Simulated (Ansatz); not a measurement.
# How fast states decay through RbH2IO, part 2 of 3

Wanted: the relaxed cell of RbH2IO, its band edges and its decay constants. It is built by putting Rb for Li in the LiH2IO structure of space group Pmma, with the volume rescaled by atomic radii. The parent structure comes from the Materials Project.

Ansatz 0.2.0; r2SCAN DFT, plane waves, PAW files (the session's first sound run).

So far. Step 2 (Relaxing the new crystal): The largest force component on a free atom ends at 0.014 eV/Å.

The structure was built from a prototype and need not be the compound's stable phase.

## Step 3: Band edges

The energy window and the wavevectors of the next steps follow from the band edges, so these are searched first, off the mesh as well.

File input.yaml:

```yaml
crystal:
  lattice:
    - [9.0205852632, 0.0, 0.0]
    - [0.0, 5.1059966535, 0.0]
    - [0.0, 0.0, 5.8620160299]
  atoms:
    - { symbol: Rb, position: [0.5, 0.5, 0.0] }
    - { symbol: Rb, position: [0.0, 0.5, 0.0] }
    - { symbol: H, position: [0.75, 0.6496468708, 0.4213815931] }
    - { symbol: H, position: [0.75, 0.3503531292, 0.4213815931] }
    - { symbol: H, position: [0.25, 0.6496468708, 0.5786184069] }
    - { symbol: H, position: [0.25, 0.3503531292, 0.5786184069] }
    - { symbol: I, position: [0.75, 0.0, 0.7476959443] }
    - { symbol: I, position: [0.25, 0.0, 0.2523040557] }
    - { symbol: O, position: [0.75, 0.5, 0.3184771012] }
    - { symbol: O, position: [0.25, 0.5, 0.6815228988] }
kpoints:
  mp_grid: { grid: [4, 6, 4] }
  band_path: { path: [VBM, CBM], npoints: 30 }
scf:
  occupations: { method: fixed }
hamiltonian:
  xc: r2scan
output:
  eigenvalues: true
  write_potential: true
  write_density: true
  volumetric_format: npy
```

Command:

```bash
ansatz run input.yaml --threads 2 --pin off --max-ram 4096MiB --backend cpu --events-out ev --progress --plain --runs-dir out
```

Numbers of over 12 decimals in the logs are rounded to 6 here.

Log:

```text
[...]
Crystal: 10 atoms, lattice volume = 269.999 Å³
Basis set: ecut = 500 eV, 6855 PW (Γ), exchange–correlation on 288×160×180 points (64 copies of the dense FFT grid, shifted against one another)
Bands: 44, of which v1, the nominal top of the filled ones, is band 34 counted from 1 (33 counted from 0)
Symmetry: 8 space group operations
[...]
k-points: 36 of 96
[...]
SCF iter   1: F=—  HF=-22820.734214 eV  |F-HF|=—  |Δ(HF+E_count)|=         —  Δρ=2.84e-3  dr2=1.35e-2  dr2_τ=2.95e-1  ethr=1.77e-3  ⟨swp⟩=5.9  Hψ=5981  notcnv=0  defer=252
[...]
SCF iter   7: F=-22820.643069 eV  HF=-22820.643068 eV  |F-HF|=5.69e-8  |Δ(HF+E_count)|=   8.35e-7  Δρ=3.41e-6  dr2=4.71e-8  dr2_τ=2.53e-9  ethr=1.47e-10  ⟨swp⟩=16.6  Hψ=9261  notcnv=0
SCF 1 converged in 7 iterations: F = -22820.643069 eV  dr2 = 4.71e-8
[...]
NSCF: frozen V_eff on 64 k-points
[...]
SCF converged after 7 iterations
Free energy (F): -22820.643069 eV
[...]
Internal energy: -22820.643069 eV  (E = F + TS)
E sigma→0 (E₀):  -22820.643069 eV
Fermi energy:    0.562057 eV
[...]
--- Band table (eV; the first three rows and the last of 36) ---
  k-point 0: bands = [... 30 lower, 0.2911, 0.4180, 0.4237, 0.5621, 4.9311, 6.3690, 6.4118, 7.3439, ... 6 higher]
  k-point 1: bands = [... 30 lower, 0.1979, 0.2497, 0.4147, 0.4736, 5.5468, 6.5034, 7.1358, 7.4636, ... 6 higher]
  k-point 2: bands = [... 30 lower, 0.1388, 0.2124, 0.3301, 0.4078, 6.6494, 6.6652, 6.9984, 7.5383, ... 6 higher]
  k-point 35: bands = [... 30 lower, 0.1528, 0.1528, 0.3893, 0.3893, 6.7774, 6.7774, 7.2141, 7.2141, ... 6 higher]
```

The job ended after 32 s (2 threads of Intel Xeon 6975P-C (Granite Rapids), shared host; peak memory 1.2 GiB; 64 s of CPU time).

Numbers from this step:

| Quantity | Value |
| --- | --- |
| free energy | -22820.6431 eV |
| Fermi energy | 0.5621 eV |
| gap on the k-mesh | 4.369 eV |
| gap on path | 4.369 eV, by band count; negative where bands overlap |
| direct gap on path | 4.369 eV |
| edge places on path | 0, 0 1/A along the path |

Levels at VBM (eV): -7.56, -7.54, -4.40, -4.16, -2.26, -1.93, -0.63, -0.35, -0.27, -0.14, -0.14, 0.00, 4.37, 5.81, 5.85, 6.78, 7.24, 7.30, 7.60.

The searched edges give 4.37 eV, as on the mesh.

## Step 4: Complex bands, plane (001), k-mesh 4×6×4

This step: r2SCAN DFT, plane waves, PAW files; complex bands by layer matching along the plane's normal (Ansatz 0.2.0).

The same crystal is laid in a cell whose first two vectors span the (001) plane (indices of the standard conventional cell, whose axes can be ordered otherwise than in the bulk input). At fixed energy and wavevector in the plane the solver finds all kz, real and complex. A few wavevectors are listed, (0, 0) and (0.5, 0) in units of the plane's reciprocal vectors; the slowest state needn't be among them.

input.yaml: that of step 3 with these lines changed.

```diff
@@ -2,5 +2,5 @@
   lattice:
-    - [9.0205852632, 0.0, 0.0]
-    - [0.0, 5.1059966535, 0.0]
-    - [0.0, 0.0, 5.8620160299]
+    - [9.020585263, 0.0, 0.0]
+    - [0.0, 5.105996654, 0.0]
+    - [0.0, 0.0, 5.86201603]
   atoms:
@@ -18,3 +18,2 @@
   mp_grid: { grid: [4, 6, 4] }
-  band_path: { path: [VBM, CBM], npoints: 30 }
 scf:
@@ -25,4 +24,6 @@
   eigenvalues: true
-  write_potential: true
-  write_density: true
-  volumetric_format: npy
+  transmission:
+    leads: [[0, 0]]
+    kpoints: [[0.0, 0.0], [0.5, 0.0]]
+    e_range: [-1.0, 5.37]
+    de: 0.11
```

Log:

```text
[...]
Crystal: 10 atoms, lattice volume = 269.999 Å³
Basis set: ecut = 500 eV, 6855 PW (Γ), exchange–correlation on 288×160×180 points (64 copies of the dense FFT grid, shifted against one another)
Bands: 44, of which v1, the nominal top of the filled ones, is band 34 counted from 1 (33 counted from 0)
Symmetry: 8 space group operations
[...]
k-points: 36 of 96
[...]
SCF iter   1: F=—  HF=-22820.734212 eV  |F-HF|=—  |Δ(HF+E_count)|=         —  Δρ=2.84e-3  dr2=1.35e-2  dr2_τ=2.95e-1  ethr=1.77e-3  ⟨swp⟩=5.9  Hψ=5981  notcnv=0  defer=252
[...]
SCF iter   7: F=-22820.643069 eV  HF=-22820.643068 eV  |F-HF|=5.69e-8  |Δ(HF+E_count)|=   8.34e-7  Δρ=3.41e-6  dr2=4.70e-8  dr2_τ=2.53e-9  ethr=1.47e-10  ⟨swp⟩=16.5  Hψ=9259  notcnv=0
SCF 1 converged in 7 iterations: F = -22820.643069 eV  dr2 = 4.70e-8
[...]
transmission: 10 of 20 steps passed
transmission: 20 of 20 steps passed
SCF converged after 7 iterations
Free energy (F): -22820.643069 eV
[...]
Internal energy: -22820.643069 eV  (E = F + TS)
E sigma→0 (E₀):  -22820.643069 eV
Fermi energy:    0.562057 eV
[...]
--- Band table (eV; the first three rows and the last of 36) ---
  k-point 0: bands = [... 30 lower, 0.2911, 0.4180, 0.4237, 0.5621, 4.9311, 6.3690, 6.4118, 7.3439, ... 6 higher]
  k-point 1: bands = [... 30 lower, 0.1979, 0.2497, 0.4147, 0.4736, 5.5468, 6.5034, 7.1358, 7.4636, ... 6 higher]
  k-point 2: bands = [... 30 lower, 0.1388, 0.2124, 0.3301, 0.4078, 6.6494, 6.6652, 6.9984, 7.5383, ... 6 higher]
  k-point 35: bands = [... 30 lower, 0.1528, 0.1528, 0.3893, 0.3893, 6.7774, 6.7774, 7.2141, 7.2141, ... 6 higher]
--- Transmission ---
  basis      : 483 plane waves across, 10 finite elements along
  points     : 2, as listed
  energies   : 58 from -1.000000 to 5.270000 eV about the Fermi level, 0.110000 eV apart; the leads are filled to 2.184506 eV, and channels, transmission and decay are at 2.190000 eV
  crystal 0  : H4O2I2Rb2, at the sites [0, 0], period 5.8620 Å: whole cells are its period
    offset         : up to 0.0000 Å between an atom of the period and one for which it stands
    channels       : 0.000000e0 a spin
    conductance    : none, the energies end too early or step too widely for 300 K: set another output.transmission.e_range or a lower de, or, where they end at an eighth of basis.ecutwfc, a higher one
    slowest decay  : 0.3662 /Å at (0.0000, 0.0000)
```

It took 2.5 min on 2 threads; peak memory 2.5 GiB.

Numbers from this step:

* level to which the leads are filled: 2.185 eV from the Fermi level
* decay constant at the filling level, zone centre: 0.3663 Å⁻¹
* decay constant at the filling level, slowest listed point: 0.3662 Å⁻¹

K parallel (0, 0); values up to 1.5 1/Å, a degenerate pair printed once or twice; energies at which all values exceed this have no row. The Im kz of the slowest decaying states by energy, zero at the highest filled level on the SCF mesh:

```
energy (eV)  decay 1 (Å⁻¹)  decay 2 (Å⁻¹)  decay 3 (Å⁻¹)  decay 4 (Å⁻¹)
     -1.000          0.295          0.380          0.472          0.639
     -0.450          0.353          0.660          0.740          0.889
     -0.010          0.164          0.307          0.487          0.830
      0.540          0.311          0.411          0.562          0.686
      0.980          0.352          0.446          0.737          0.742
      1.530          0.372          0.464          0.776          0.789
      1.970          0.371          0.467          0.759          0.789
      2.520          0.354          0.458          0.719          0.794
      2.960          0.327          0.444          0.682          0.792
      3.510          0.272          0.418          0.630          0.765
      3.950          0.199          0.389          0.582          0.716
      4.500          0.342          0.509          0.650          0.720
      5.050          0.277          0.406          0.577          0.647
```

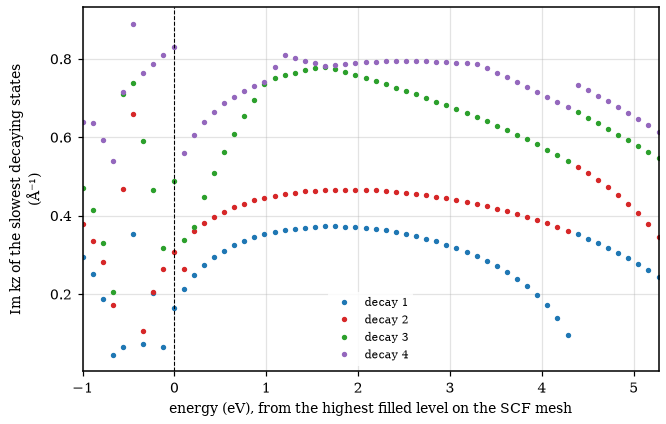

Im kz of the slowest decaying states against energy.

K parallel (0.5, 0); values up to 1.5 1/Å, a degenerate pair printed once or twice; energies at which all values exceed this have no row. Im kz of the slowest decaying states against energy, zero at the highest filled level on the SCF mesh:

```
energy (eV)  decay 1 (Å⁻¹)  decay 2 (Å⁻¹)  decay 3 (Å⁻¹)  decay 4 (Å⁻¹)
     -1.000          0.275          0.750          0.858           1.05
     -0.450          0.512          0.625          0.972           1.21
     -0.010          0.308          0.482          0.493          0.989
      0.540          0.392          0.680          0.680          0.988
      0.980          0.424          0.727          0.735          0.979
      1.530          0.441          0.750          0.769          0.961
      1.970          0.443          0.752          0.781          0.943
      2.520          0.433          0.741          0.786          0.911
      2.960          0.416          0.723          0.783          0.877
      3.510          0.385          0.690          0.771          0.810
      3.950          0.348          0.656          0.725          0.758
      4.500          0.282          0.602          0.637          0.734
      5.050          0.154          0.531          0.541          0.704
```

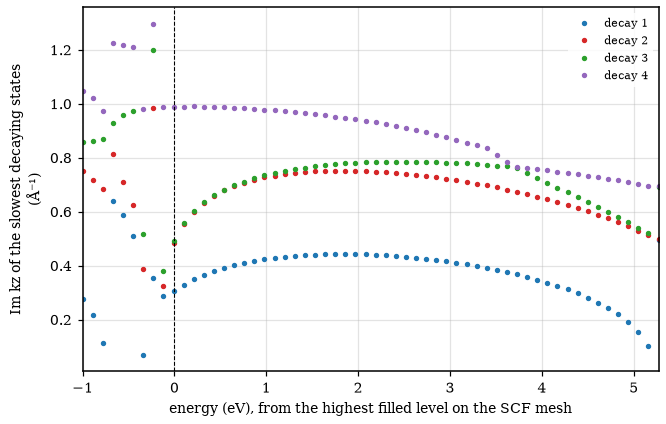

Im kz of the slowest decaying states against energy.

At the listed wavevectors the last open channel is at -0.01 eV and the next at +4.39 eV on the grid. At +2.19 eV, the grid energy nearest the filling level (the middle of the gap on the SCF mesh), the slowest state at the listed wavevectors decays with κ = 0.366 Å⁻¹, its amplitude falling by e over 2.7 Å. Through 1 nm of this crystal that state's transmission falls by exp(−2 × 0.366 Å⁻¹ × 10 Å) = 6.6e-4.

## Step 5: Complex bands, plane (100), k-mesh 6×4×4

The same for the (100) plane, at (0, 0) and (0.5, 0), to see how the decay depends on direction.

File input.yaml:

```yaml
crystal:
  lattice:
    - [5.105996654, 0.0, 0.0]
    - [0.0, 5.86201603, 0.0]
    - [0.0, 0.0, 9.020585263]
  atoms:
    - { symbol: Rb, position: [0.5, 0.0, 0.5] }
    - { symbol: Rb, position: [0.5, 0.0, 0.0] }
    - { symbol: H, position: [0.6496468708, 0.4213815931, 0.75] }
    - { symbol: H, position: [0.3503531292, 0.4213815931, 0.75] }
    - { symbol: H, position: [0.6496468708, 0.5786184069, 0.25] }
    - { symbol: H, position: [0.3503531292, 0.5786184069, 0.25] }
    - { symbol: I, position: [0.0, 0.7476959443, 0.75] }
    - { symbol: I, position: [0.0, 0.2523040557, 0.25] }
    - { symbol: O, position: [0.5, 0.3184771012, 0.75] }
    - { symbol: O, position: [0.5, 0.6815228988, 0.25] }
kpoints:
  mp_grid: { grid: [6, 4, 4] }
scf:
  occupations: { method: fixed }
hamiltonian:
  xc: r2scan
output:
  eigenvalues: true
  transmission:
    leads: [[0, 0]]
    kpoints: [[0.0, 0.0], [0.5, 0.0]]
    e_range: [-1.0, 5.37]
    de: 0.16
```

Log:

```text
[...]
Crystal: 10 atoms, lattice volume = 269.999 Å³
Basis set: ecut = 500 eV, 6855 PW (Γ), exchange–correlation on 160×180×288 points (64 copies of the dense FFT grid, shifted against one another)
Bands: 44, of which v1, the nominal top of the filled ones, is band 34 counted from 1 (33 counted from 0)
Symmetry: 8 space group operations
[...]
k-points: 36 of 96
[...]
SCF iter   1: F=—  HF=-22820.734246 eV  |F-HF|=—  |Δ(HF+E_count)|=         —  Δρ=2.84e-3  dr2=1.35e-2  dr2_τ=2.95e-1  ethr=1.77e-3  ⟨swp⟩=6.0  Hψ=5985  notcnv=0  defer=249
[...]
SCF iter   7: F=-22820.643069 eV  HF=-22820.643068 eV  |F-HF|=5.80e-8  |Δ(HF+E_count)|=   8.47e-7  Δρ=3.44e-6  dr2=4.83e-8  dr2_τ=2.53e-9  ethr=1.47e-10  ⟨swp⟩=16.9  Hψ=9365  notcnv=0
SCF 1 converged in 7 iterations: F = -22820.643069 eV  dr2 = 4.83e-8
[...]
transmission: 16 of 32 steps passed
transmission: 32 of 32 steps passed
SCF converged after 7 iterations
Free energy (F): -22820.643069 eV
[...]
Internal energy: -22820.643069 eV  (E = F + TS)
E sigma→0 (E₀):  -22820.643069 eV
Fermi energy:    0.562056 eV
[...]
--- Band table (eV; the first three rows and the last of 36) ---
  k-point 0: bands = [... 30 lower, 0.2911, 0.4180, 0.4237, 0.5621, 4.9311, 6.3690, 6.4118, 7.3439, ... 6 higher]
  k-point 1: bands = [... 30 lower, 0.3095, 0.3919, 0.3993, 0.4496, 5.1929, 6.3032, 6.5328, 7.2108, ... 6 higher]
  k-point 2: bands = [... 30 lower, 0.3217, 0.3217, 0.3543, 0.3543, 5.8002, 5.8002, 6.9396, 6.9396, ... 6 higher]
  k-point 35: bands = [... 30 lower, 0.1528, 0.1528, 0.3893, 0.3893, 6.7774, 6.7774, 7.2141, 7.2141, ... 6 higher]
--- Transmission ---
  basis      : 319 plane waves across, 16 finite elements along
  points     : 2, as listed
[...]
crystal 0  : H4I2O2Rb2, at the sites [0, 0], period 9.0206 Å: whole cells are its period
[...]
channels       : 0.000000e0 a spin
[...]
slowest decay  : 0.3733 /Å at (0.0000, 0.0000)
```

Elapsed: 53 s, on 2 threads; peak memory 2 GiB; 1.7 min of CPU time.

This step gave:

```yaml
decay_constant_at_the_filling_level_zone_centre: 0.3733 Å⁻¹
decay_constant_at_the_filling_level_slowest_listed_point: 0.3733 Å⁻¹
```

K parallel (0, 0); values up to 1.5 1/Å, a degenerate pair printed once or twice; energies at which all values exceed this have no row. Im kz of the slowest decaying states against energy, zero at the highest filled level on the SCF mesh:

```csv
energy (eV),decay 1 (Å⁻¹),decay 2 (Å⁻¹),decay 3 (Å⁻¹),decay 4 (Å⁻¹)
-1.00,0.364,0.547,0.724,0.726
-0.04,0.274,0.358,0.764,0.941
0.92,0.347,0.606,0.773,0.779
2.04,0.377,0.663,0.720,0.899
3.00,0.330,0.640,0.652,0.861
3.96,0.201,0.534,0.610,0.715
4.92,0.382,0.543,0.798,0.872
```

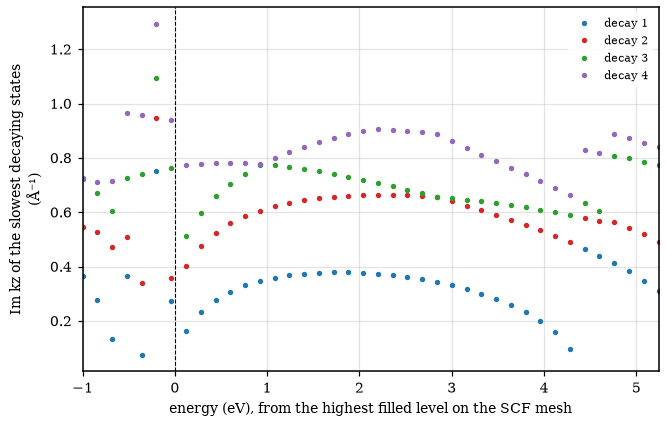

Im kz of the slowest decaying states against energy.

K parallel (0.5, 0); values up to 1.5 1/Å, a degenerate pair printed once or twice; energies at which all values exceed this have no row. The Im kz of the slowest decaying states by energy, zero at the highest filled level on the SCF mesh:

```csv
energy (eV),decay 1 (Å⁻¹),decay 2 (Å⁻¹),decay 3 (Å⁻¹),decay 4 (Å⁻¹)
-1.000,0.159,0.659,0.696,1.04
-0.520,0.0762,0.354,0.609,0.708
-0.040,0.276,0.420,0.741,0.756
0.440,0.491,0.529,0.761,0.868
0.920,0.554,0.589,0.771,0.904
1.560,0.583,0.631,0.772,0.918
2.040,0.584,0.643,0.764,0.917
2.520,0.574,0.642,0.749,0.910
3.000,0.555,0.631,0.727,0.883
3.480,0.527,0.611,0.698,0.806
3.960,0.490,0.580,0.661,0.730
4.440,0.444,0.539,0.615,0.651
4.920,0.385,0.483,0.557,0.564
```

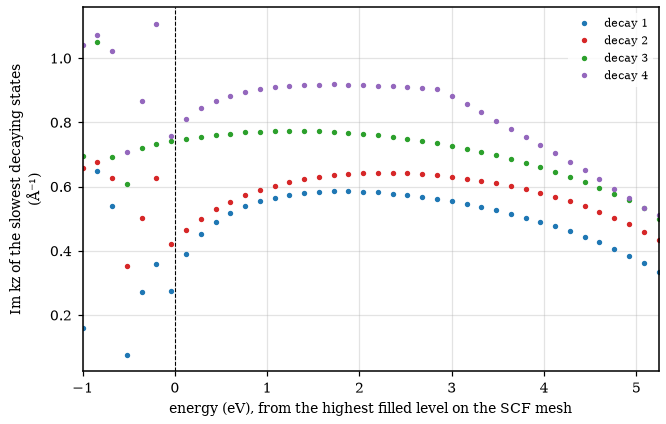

Im kz of the slowest decaying states, plotted against energy.

At the listed wavevectors the last open channel is at -0.04 eV and the next at +4.44 eV on the grid. At +2.20 eV, the grid energy nearest the filling level (the middle of the gap on the SCF mesh), the slowest state at the listed wavevectors decays with κ = 0.373 Å⁻¹, its amplitude falling by e over 2.7 Å; the first such run, plane (001), gave 0.366 Å⁻¹.

## Step 6: Band edges at another level, cutoff 420 eV

This step: PBE DFT, plane waves, PAW files (Ansatz 0.2.0).

The edges again with PBE, at the same atoms. Against that run the cutoff is 420 eV against 500.

File input.yaml:

```yaml
crystal:
  lattice:
    - [9.0205852632, 0.0, 0.0]
    - [0.0, 5.1059966535, 0.0]
    - [0.0, 0.0, 5.8620160299]
  atoms:
    - { symbol: Rb, position: [0.5, 0.5, 0.0] }
    - { symbol: Rb, position: [0.0, 0.5, 0.0] }
    - { symbol: H, position: [0.75, 0.6496468708, 0.4213815931] }
    - { symbol: H, position: [0.75, 0.3503531292, 0.4213815931] }
    - { symbol: H, position: [0.25, 0.6496468708, 0.5786184069] }
    - { symbol: H, position: [0.25, 0.3503531292, 0.5786184069] }
    - { symbol: I, position: [0.75, 0.0, 0.7476959443] }
    - { symbol: I, position: [0.25, 0.0, 0.2523040557] }
    - { symbol: O, position: [0.75, 0.5, 0.3184771012] }
    - { symbol: O, position: [0.25, 0.5, 0.6815228988] }
kpoints:
  mp_grid: { grid: [4, 6, 4] }
  band_path: { path: [VBM, CBM], npoints: 30 }
scf:
  occupations: { method: fixed }
hamiltonian:
  xc: pbe
output:
  eigenvalues: true
```

Log:

```text
[...]
Crystal: 10 atoms, lattice volume = 269.999 Å³
Basis set: ecut = 420 eV, 5245 PW (Γ)
Bands: 44, of which v1, the nominal top of the filled ones, is band 34 counted from 1 (33 counted from 0)
Symmetry: 8 space group operations
[...]
k-points: 36 of 96
[...]
SCF iter   1: F=—  HF=-22765.954952 eV  |F-HF|=—  |Δ(HF+E_count)|=         —  Δρ=1.21e-3  dr2=8.51e-3  ethr=1.77e-3  ⟨swp⟩=6.0  Hψ=5971  notcnv=0  defer=255
[...]
SCF iter   7: F=-22765.950092 eV  HF=-22765.950092 eV  |F-HF|=1.96e-8  |Δ(HF+E_count)|=   2.81e-7  Δρ=1.75e-6  dr2=9.24e-9  ethr=1.47e-10  ⟨swp⟩=16.3  Hψ=9139  notcnv=0
SCF 1 converged in 7 iterations: F = -22765.950092 eV  dr2 = 9.24e-9
[...]
SCF converged after 7 iterations
Free energy (F): -22765.950092 eV
[...]
Internal energy: -22765.950092 eV  (E = F + TS)
E sigma→0 (E₀):  -22765.950092 eV
Fermi energy:    0.914265 eV
[...]
--- Band table (eV; the first three rows and the last of 36) ---
  k-point 0: bands = [... 30 lower, 0.6306, 0.7623, 0.7690, 0.9143, 4.7446, 6.2669, 6.2693, 7.2445, ... 6 higher]
  k-point 1: bands = [... 30 lower, 0.5401, 0.5892, 0.7588, 0.8270, 5.3544, 6.3741, 6.9718, 7.3359, ... 6 higher]
  k-point 2: bands = [... 30 lower, 0.4774, 0.5518, 0.6929, 0.7517, 6.4293, 6.5351, 6.7810, 7.3360, ... 6 higher]
  k-point 35: bands = [... 30 lower, 0.5102, 0.5102, 0.7370, 0.7370, 6.5559, 6.5559, 7.1055, 7.1055, ... 6 higher]
```

It took 17 s on 2 threads; peak memory 0.73 GiB; 34 s of CPU time.

This step gave:

```yaml
free_energy: -22765.9501 eV
fermi_energy: 0.9143 eV
gap_on_the_k_mesh: 3.830 eV
gap_on_path: 3.830 eV, by band count; negative where bands overlap
direct_gap_on_path: 3.830 eV
```

Levels at VBM (eV): -7.38, -7.37, -4.24, -3.99, -2.14, -1.79, -0.63, -0.36, -0.28, -0.15, -0.15, 0.00, 3.83, 5.35, 5.36, 6.33, 6.74, 6.78, 7.00, 7.34, 7.86.

The searched edges give 3.83 eV, as on the mesh.

For the gap on path, step 3 gave 4.37 eV; this run, with PBE and cutoff 420 eV, gives 3.83 eV.

(Part 2 of 3 ends here.)

[Logs are printed without paths, hosts, clocks, repeated set-up lines and the standing remarks that a program may print on its own settings, such as how far it seeks lower states.]

[Hosts, paths, dates, database ids (printed as entryN), source tags and the programs' standing remarks are cut or masked in the printed files.]
